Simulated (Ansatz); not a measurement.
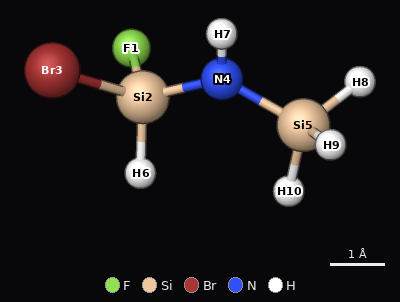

Si₂NH₅BrF, before the relaxation. The picture is a ball-and-stick view, seen from a free direction.

The start comes from PBE-D4/def2-SVP.

Theory: Ansatz 0.2.0, RKS PBE0-D4/def2-TZVP.

The input:
```yaml
crystal:
  periodic: [false, false, false]
  atoms:
    - {symbol: F, position_ang: [-1.350135, 0.309638, 2.245928]}
    - {symbol: Si, position_ang: [0.093140, 0.111209, 1.502594]}
    - {symbol: Br, position_ang: [1.519877, 1.432237, 2.596611]}
    - {symbol: N, position_ang: [0.046010, 0.576427, -0.155713]}
    - {symbol: Si, position_ang: [-0.158146, -0.453522, -1.574014]}
    - {symbol: H, position_ang: [0.473410, -1.323169, 1.629748]}
    - {symbol: H, position_ang: [0.092500, 1.587859, -0.325288]}
    - {symbol: H, position_ang: [-1.479168, -0.222094, -2.258227]}
    - {symbol: H, position_ang: [0.935271, -0.199289, -2.575866]}
    - {symbol: H, position_ang: [-0.089657, -1.870596, -1.082673]}
basis:
  gaussian: {orbitals: def2-TZVP}
hamiltonian: {xc: pbe0, dispersion: d4}
relax: {f_tol: 0.005, max_steps: 150}
```

Command:
```bash
ansatz run in.yaml --threads 4 --pin off --events-out ev --progress --plain --max-ram 10444MiB
```

Q: Predict the outcome.

A: After 11 geometry steps the energy has fallen by 0.080 eV. The largest force component goes from 1.2 to 0.0023 eV/Å. The atom that moves furthest after the best rigid fit is H10 (0.12 Å). By element the largest moves are H 0.12 Å, F 0.12 Å, Br 0.09 Å, Si 0.03 Å, N 0.01 Å. Near-neighbour distances that change, for instance: F1–Si2 1.636 → 1.591 Å, Si2–N4 1.723 → 1.695 Å, N4–Si5 1.765 → 1.737 Å, Si2–Br3 2.231 → 2.208 Å.

Step by step:

```csv
step,"E − E(0), eV","largest force component, eV/Å"
0,0.0000,1.2259
1,-0.0613,0.7145
2,-0.0779,0.1214
3,-0.0788,0.0201
4,-0.0790,0.0118
5,-0.0791,0.0207
6,-0.0792,0.0291
7,-0.0794,0.0344
8,-0.0795,0.0213
9,-0.0795,0.0120
10,-0.0795,0.0072
11,-0.0796,0.0023
```

Final geometry:

```xyz
10

F    -1.3050    0.2136    2.2002
Si    0.1063    0.1067    1.4725
Br    1.4477    1.4712    2.5742
N     0.0403    0.5733   -0.1552
Si   -0.1700   -0.4453   -1.5463
H     0.5568   -1.2883    1.5938
H     0.0931    1.5682   -0.3298
H    -1.4369   -0.1367   -2.2584
H     0.9538   -0.2730   -2.5025
H    -0.2031   -1.8411   -1.0455
```

After the run, drawn alike:

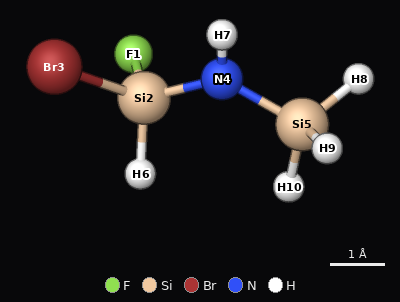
